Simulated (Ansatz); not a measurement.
# Scan of one atom of the cell for PbS (rock salt)

Starting cell, PbS (rock salt):

```
CELL_PARAMETERS angstrom
      0.00000     2.98725     2.98725
      2.98725     0.00000     2.98725
      2.98725     2.98725     0.00000
ATOMIC_POSITIONS crystal
  S  0.00000 0.00000 0.00000
  Pb 0.50000 0.50000 0.50000
```

In this cell atom 2 (Pb, nearest neighbour S at 2.987 Å; its periodic images, 4.2 Å or more away, move with it) is moved by s along Cartesian [111], unit vector (0.577, 0.577, 0.577); all other atoms and the cell stay fixed.

Computed with r2SCAN (plane waves to 500 eV, PAW, scalar-relativistic; Ansatz, a first-principles code). k mesh 8×8×8 (Γ-centred), Fermi-Dirac smearing 0.05 eV. Energies are smeared free energies. F∥ is the force on the atom along that direction. PbS was relaxed with its symmetry unable to fall. Spin-orbit coupling is left out, though Pb is heavy. The zero of ΔE is the undisplaced structure.

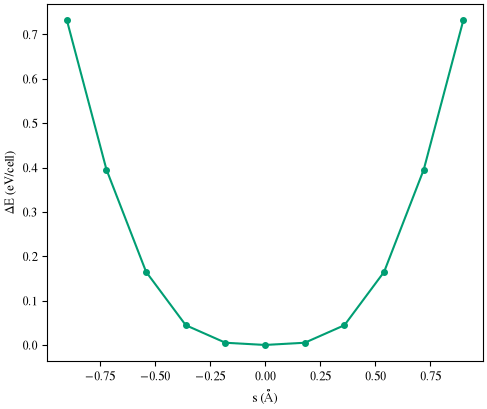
ΔE (eV/cell) against s (Å); computed points joined by lines.

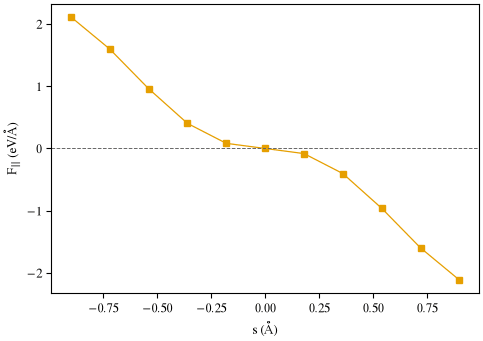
Figure. F∥ (eV/Å) against s (Å); markers are the computed points, lines only join them.

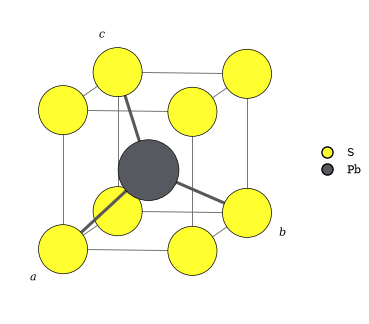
Figure: The cell of the calculation at s = -0.900 Å.

The force along the line at s = -0.900 Å is 2.12 eV/Å. The energy at s = 0.900 Å is 733 meV/cell. Shape of the curve: a single well with its minimum at or next to zero displacement. Symmetry of the curve: even: the same for both signs.

With its periodic images moving along, the atom's site symmetry in this cell is m-3m.

(A displaced cell: forces are minus the slopes of the energy, force constants its curvatures, and phonons follow from these.)
